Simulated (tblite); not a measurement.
**Run report: C$_{6}$H$_{10}$NSi, frequency calculation**

C$_{6}$H$_{10}$NSi, multiplicity 2, computed with GFN2-xTB harmonic vibrations, gas phase (tblite 0.8.0).

It belongs to a series of runs on one base structure; here: H removed from Si.

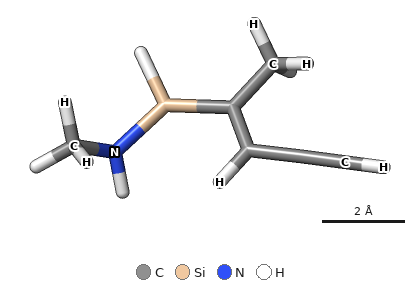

Figure 1. The structure (stick view, seen at a tilt). Bond lengths as drawn: C–C 1.21 to 1.51 Å, C–H 1.05 to 1.10 Å, C–N 1.45 Å, C–Si 1.83 Å, H–N 1.01 Å, H–Si 1.45 Å and N–Si 1.72 Å.

### Results in brief

```tsv
quantity	value
outcome	converged
total energy	−611.0251 eV
zero-point energy	86.6060 kcal/mol
hardware	1 CPU thread, shared host
wall time	0.64 s
peak memory	0.18 GiB
```

### Input
```
{"job": {"kind": "ir", "xc": "GFN2-xTB", "basis": "xTB"}, "charge": 0, "multiplicity": 2}
C     -3.289415     1.704493     1.277868
C     -2.248533     1.308377     0.814523
C     -1.028736     0.874774     0.294296
C     -0.764596    -0.409291    -0.099360
C     -1.849757    -1.451615    -0.037009
Si     0.817091    -0.871070    -0.899012
N      2.146351     0.195572    -1.091641
C      3.214245     0.309287    -0.121888
H     -4.194996     2.048805     1.678976
H     -0.252404     1.629173     0.240210
H     -2.311019    -1.584866    -1.015895
H     -1.448021    -2.414461     0.273809
H     -2.624189    -1.147236     0.663498
H      1.313560    -2.232224    -0.788530
H      2.011786     1.057993    -1.597269
H      2.990112     1.038548     0.664745
H      3.369711    -0.659102     0.348351
H      4.140050     0.609160    -0.617328
```

The first line tells a small driver script what to run in tblite; the rest is the geometry in Å.

Command:
```bash
OMP_NUM_THREADS=1 python <driver script> task.json out
```

### Output
```
mode    cm-1     km/mol
  1      25.3      1.64
  2      41.6      1.09
  3      67.8      0.75
  4      96.0      1.39
  5     115.3      0.53
  6     140.9      2.64
  7     159.3      1.38
  8     254.9     34.05
  9     287.0     22.72
 10     299.1     11.58
 11     322.6      2.93
 12     341.5     13.21
 13     416.7      2.12
 14     447.8     12.91
 15     495.2    116.93
 16     576.0     18.50
 17     628.1     37.66
 18     665.9     57.75
 19     753.5      9.09
 20     757.4      9.46
 21     849.8    101.52
 22     977.5      5.26
 23    1033.0      2.30
 24    1062.1     51.34
 25    1076.0      8.13
 26    1101.6      2.76
 27    1132.4     89.49
 28    1166.3     12.55
 29    1285.3      0.38
 30    1357.9     57.70
 31    1403.1      4.95
 32    1423.3      2.13
 33    1475.3     96.43
 34    1486.4      9.49
 35    1491.1      3.75
 36    1502.4     53.82
 37    1505.0     29.08
 38    2204.3     97.22
 39    2342.9    253.28
 40    2909.4     44.10
 41    2971.7     70.81
 42    2989.1     32.72
 43    3016.0     35.60
 44    3018.9     42.96
 45    3029.4     29.67
 46    3036.9     15.95
 47    3394.0      6.41
 48    3449.2     11.79
```

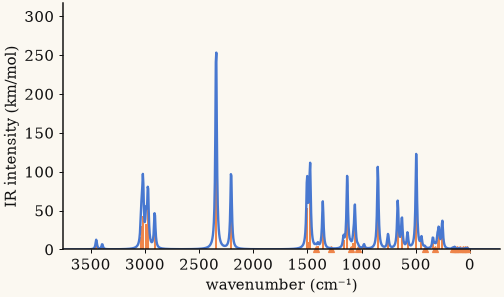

Figure 2. Harmonic infrared spectrum, unscaled: sticks (degenerate modes added up, dark ones marked on the axis) with a Lorentzian envelope of 16 cm⁻¹ full width, scaled to the tallest stick. 48 modes from 25 to 3449 cm⁻¹, none imaginary. The strongest line is at 2343 cm⁻¹ (253 km/mol).
